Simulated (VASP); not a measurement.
Here is the system:

```yaml
crystal:
  lattice:
    - [5.35405, 3.09116, 1.53194]
    - [-5.35405, 3.09116, 1.53194]
    - [0.00000, -6.18233, 1.53194]
  atoms:
    - { symbol: Se, position: [0.83307, 0.69868, 0.09204] }
    - { symbol: Se, position: [0.16693, 0.30132, 0.90796] }
    - { symbol: Se, position: [0.09204, 0.83307, 0.69868] }
    - { symbol: Se, position: [0.90796, 0.16693, 0.30132] }
    - { symbol: Se, position: [0.69868, 0.09204, 0.83307] }
    - { symbol: Se, position: [0.30132, 0.90796, 0.16693] }
```

These are PBEsol GGA, VASP's PBE PAW potentials (set 64) (plane waves; VASP) values and carry that method's errors. Settings: 400 eV cut-off, 6×6×6 Γ-centred mesh, tetrahedra with Blöchl corrections, potentials Se.

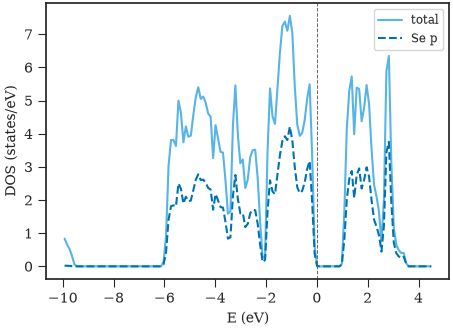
Figure: Total and projected density of states, zero at the valence-band maximum

Within 2 eV below the valence-band maximum the largest weight inside VASP's projection spheres is Se p.

It has a band gap.

The structure comes from a computed database's Se entry (R-3); how it stands against other phases isn't given here. It was relaxed first, which changed the volume by -15 %.
